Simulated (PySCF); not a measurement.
```xyz
21

C     3.7982   -0.1498    0.4951
C     2.3237   -0.2908    0.3402
P     1.2394    0.8874    0.8323
C    -0.3410    0.0816    0.3650
C    -0.6197   -1.2099    0.7990
C    -1.8158   -1.8209    0.4720
C    -2.7507   -1.1363   -0.2846
C    -2.4862    0.1562   -0.7043
C    -1.2919    0.7838   -0.3819
C    -1.0042    2.1766   -0.8519
H     4.1970   -0.9674    1.0985
H     4.0568    0.7930    0.9722
H     4.2895   -0.1970   -0.4783
H     1.9840   -1.2008   -0.1407
H     0.1073   -1.7346    1.4042
H    -2.0208   -2.8254    0.8127
H    -3.6884   -1.6068   -0.5420
H    -3.2209    0.6890   -1.2919
H    -1.9007    2.6472   -1.2485
H    -0.2455    2.1596   -1.6355
H    -0.6188    2.7821   -0.0319
```

Geometry: GFN2-xTB.

Theory: PySCF 2.14.0, PBE0/pcSseg-1, SCF density, gas phase, non-relativistic.

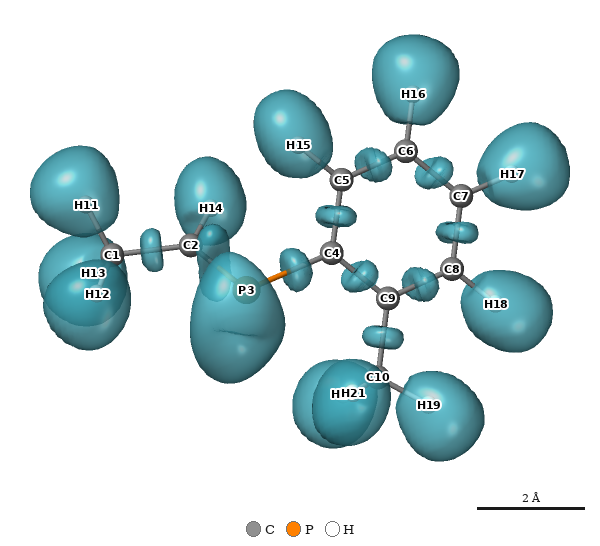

C9H11P (SMILES C/C=P/c1ccccc1C). Isosurface of the ELF at 0.85 (cyan), seen across its widest extent. Core shells and regions of very low density are left out.

**What do the ELF domains correspond to?**

At this value the surface marks out eight regions between bonded C–C atoms (shared pairs), two regions between bonded C–P atoms (shared pairs), eleven regions around hydrogen nuclei and one lobe on P, pointing away from the bonds (lone pairs). Along the contacts the grid gives the following. C–C (1.38 Å): the ELF peaks at about 0.95 between the atoms (localised, covalent bonding). C–P (1.68 Å): the ELF peaks at about 0.90 between the atoms (a covalent bond).
